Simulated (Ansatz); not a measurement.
# AlClH3N: what the fields show

```xyz
6

Al   -1.0631   -1.2121   -0.6847
N     0.6325   -0.0182    0.2090
H     1.4288    0.0535   -0.4169
Cl   -2.2349    0.6646   -0.5725
H     0.9688   -0.4031    1.0862
H     0.2680    0.9153    0.3789
```

The product side of a reaction path; geometry: PBE0-D4/def2-TZVP.

Method: RKS PBE0-D4/def2-TZVPP in Ansatz 0.2.0.

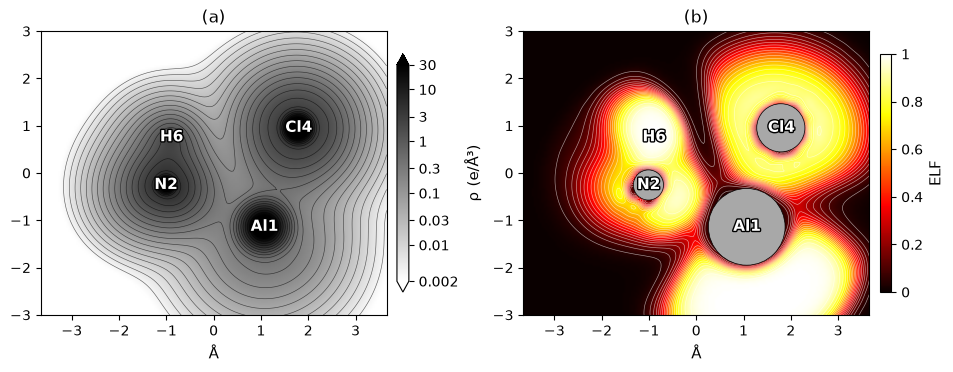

Figure 1. (a) total electron density; (b) ELF on the plane of atoms Al1, N2 and H6. Grey discs cover the atomic cores in the ELF map.

Interpret the plot.

Answer. The plane passes through Al, N, Cl and H nuclei. Al–Cl (2.22 Å): ρ at the midpoint is about 0.59 e/Å³; the ELF peaks at about 0.85 in the valence shell of Cl, 0.9 Å from its nucleus, and is about 0.80 at the midpoint. Al–N (2.26 Å): ρ at the midpoint is about 0.34 e/Å³, with its minimum of 0.26 e/Å³ about 0.9 Å from Al; the ELF peaks at about 0.95 in the valence shell of N, 0.7 Å from its nucleus, and is about 0.65 at the midpoint. N–H (1.02 Å): the density is about 2.9 e/Å³ at the midpoint; the ELF climbs to about 1 towards the hydrogen, as it does in any bond to H; a covalent bond by its length. The ELF also peaks beside Cl4, away from the bonds: lone-pair regions.

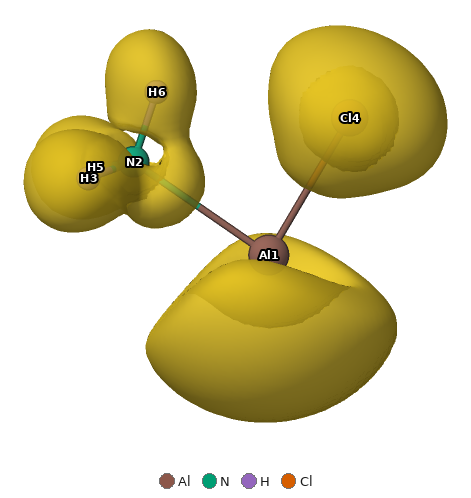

Figure 2. Isosurface of the electron localisation function at 0.75 (yellow), seen across its widest extent. Only the valence region is drawn (cores and ρ < 0.01 e/Å³ removed).

Where are the electrons localised?

Answer. The ELF exceeds this value in one region on Cl in which the atom's valence shell and bonds are merged, one lobe on Al, pointing away from the bonds (lone pairs) and one joined region spread over several atoms (H, N), in which their bonds and any lone pairs are merged.

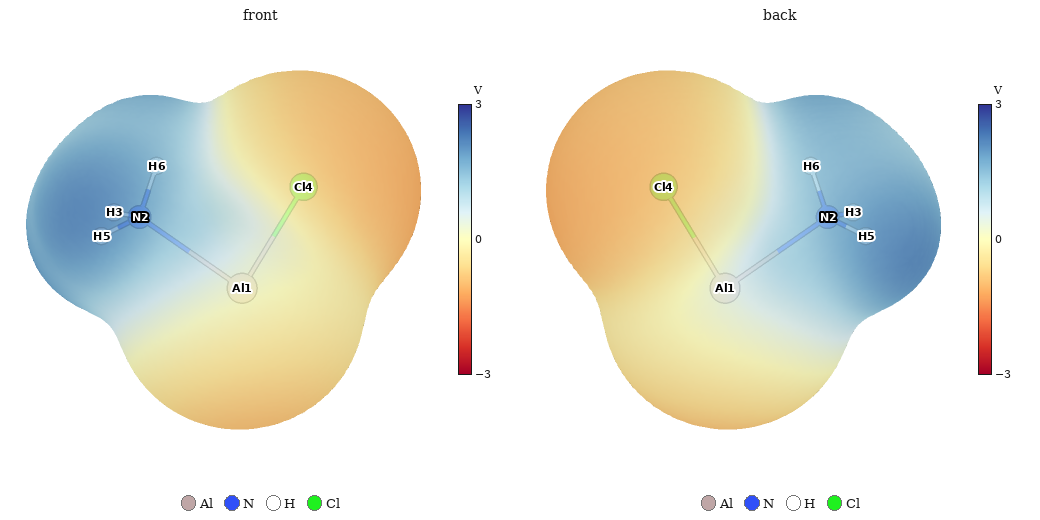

Figure 3. The electrostatic potential painted on the density surface at 0.001 e/bohr³, seen from the front and from behind; the colour scale runs from red (negative) to blue (positive).

Where is the surface potential most negative and most positive?

Answer. The most negative region (about −1.1 V) lies over Cl4, the most positive (about +2.2 V) over H3 and H5.

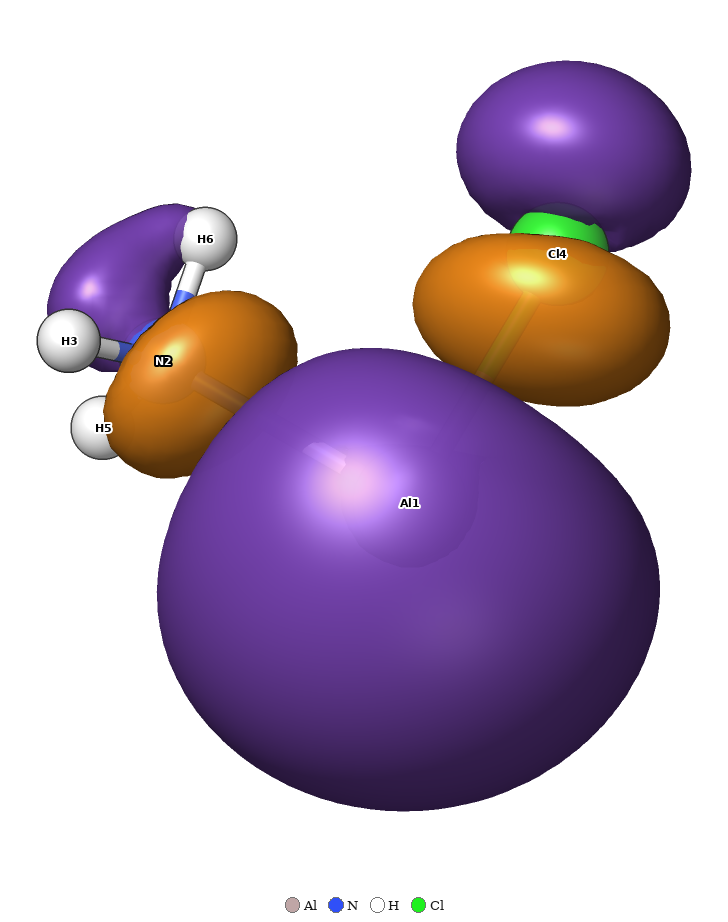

Figure 4. The HOMO at ±0.08 Å⁻³ᐟ² (orange and purple are the two phases), seen at a tilt.

Where does this orbital lie, and at what energy?

Answer. Its weight (Hirshfeld) is mainly on Al1 (about 80 %), Cl4 (about 10 %) and N2 (about 5 %). Its energy is −5.56 eV.
